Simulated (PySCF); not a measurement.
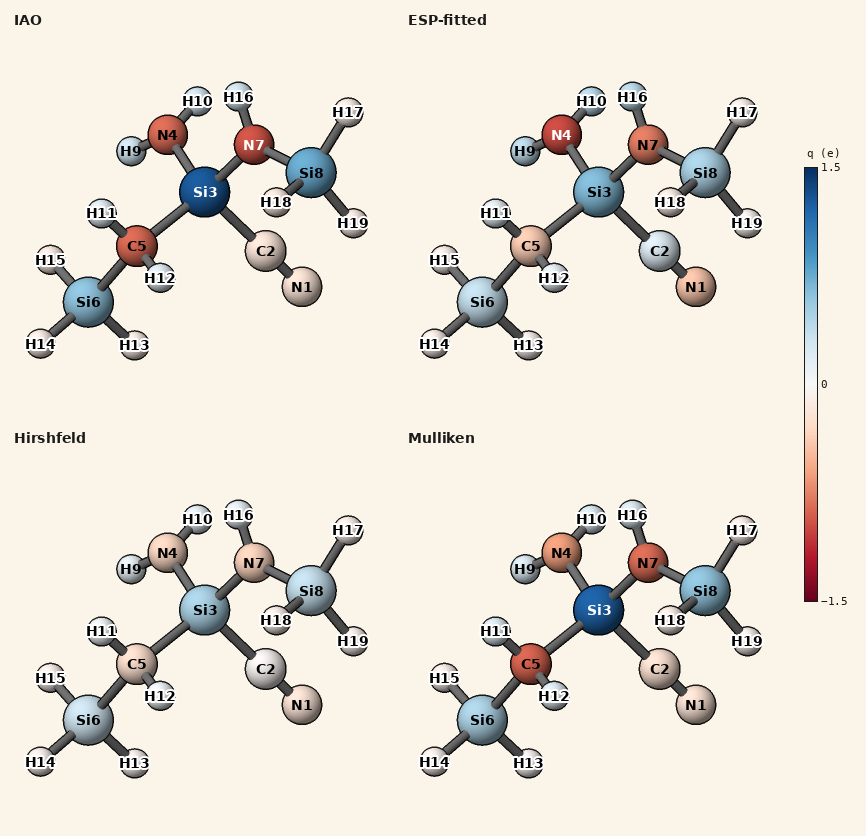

Atomic charges of one calculation by 4 schemes, on one colour scale. The computed structure is the end point of a GFN2-xTB optimisation. No frequency run is at hand to confirm it as a minimum. Computed with PBE0/pcSseg-1 (PySCF 2.14.0).

**Which scheme gives the most polar picture (largest mean size of the charges)?**

The IAO charges are the largest in size here, and the Hirshfeld charges the smallest.

**On which atom do the schemes disagree most?**

On Si3 (from 0.47 to 1.26 e).

List the charges (e), one line for each set of equivalent atoms.

```
atom    IAO  ESP-fitted  Hirshfeld  Mulliken
  N1  −0.21       −0.42      −0.21     −0.21
  C2  −0.19        0.20      −0.04     −0.23
 Si3   1.26        0.66       0.47      1.22
  N4  −0.84       −0.98      −0.31     −0.62
  C5  −0.85       −0.38      −0.25     −0.87
 Si6   0.60        0.36       0.31      0.46
  N7  −0.94       −0.77      −0.33     −0.83
 Si8   0.75        0.47       0.35      0.59
  H9   0.27        0.38       0.12      0.20
 H10   0.27        0.39       0.12      0.20
 H11   0.17        0.13       0.05      0.18
 H12   0.17        0.12       0.05      0.18
 H13  −0.11       −0.08      −0.07     −0.05
 H14  −0.11       −0.10      −0.08     −0.07
 H15  −0.13       −0.10      −0.08     −0.09
 H16   0.28        0.39       0.12      0.22
 H17  −0.12       −0.09      −0.08     −0.11
 H18  −0.15       −0.12      −0.09     −0.11
 H19  −0.12       −0.06      −0.07     −0.07
```

The geometry is semi-empirical. Around Si such bond lengths and angles can be off by a tenth of an ångström or more and by several degrees, and values that hang on the shape move with them.
